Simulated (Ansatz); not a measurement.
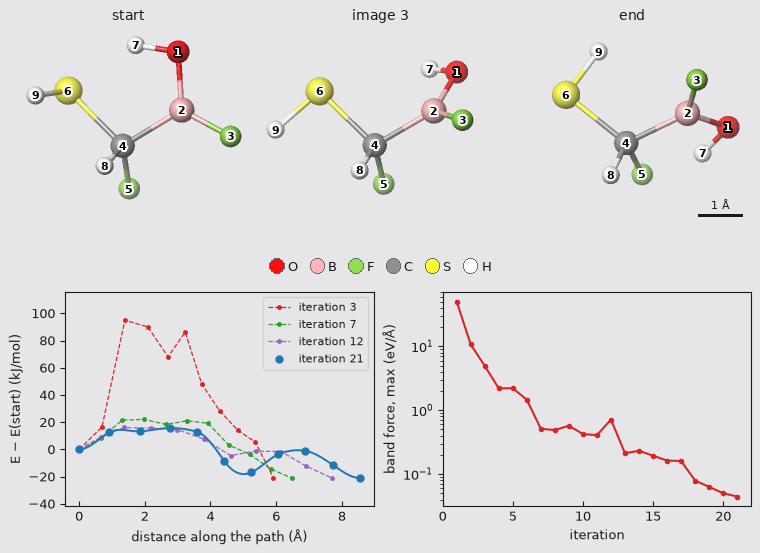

A search for the minimum-energy path of CH3BF2OS by the nudged elastic band. Images are numbered from 0 (start) to 10 (end). The plot follows the band through its iterations. The picture is a ball-and-stick view, seen at a tilt.

Level of theory: RKS PBE0/STO-3G in Ansatz 0.2.0. Run with 9 movable images; climbing image; force threshold 0.05 eV/Å; iteration limit 60; starting path through a guess of the saddle point.

Did the band converge, and can the barrier be trusted?

The run is converged, with reservations. The band converged in 21 iterations. The largest component of the band force went from 50 to 0.044 eV/Å. The climbing image converged on the top of the path. Its vibrational analysis gives one imaginary mode (50i cm⁻¹), as a transition state must have. The first iteration put the highest image at 1186.4 kJ/mol. The energy climbs by 15.7 kJ/mol to image 3 and then falls by 36.7 kJ/mol, so the end point sits at −21.0 kJ/mol. The profile has 2 maxima (images 3, 8) with a dip at image 6 (−16.9 kJ/mol), so the process runs in steps.

Limits of the set-up: STO-3G is a minimal basis, so the numbers are rough.

Cost: 8.2 min on 1 thread of Intel(R) Xeon(R) Processor @ 2.70GHz (shared host), peak memory 0.12 GiB.
